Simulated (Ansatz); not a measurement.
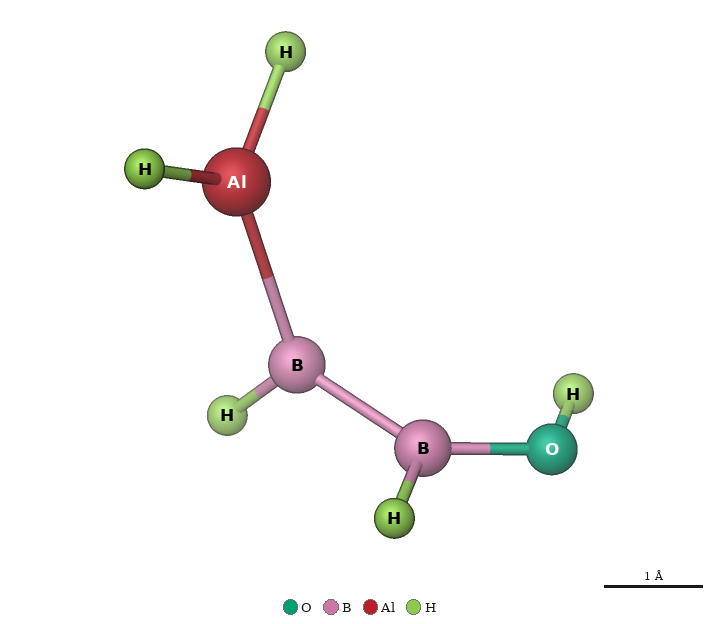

Atoms fade into the background with distance from the viewer. The computed structure is the end point of a PBE0-D4/def2-TZVP optimisation. No frequency run is at hand to confirm it as a minimum. Masses are those of the most abundant isotopes; constants are for the rigid equilibrium geometry.

Classify the rotor and give the rotational constants (MHz).

An asymmetric top (C1): A = 17325, B = 2139, C = 2045 MHz. Ray's parameter κ is −0.99, close to the prolate limit.
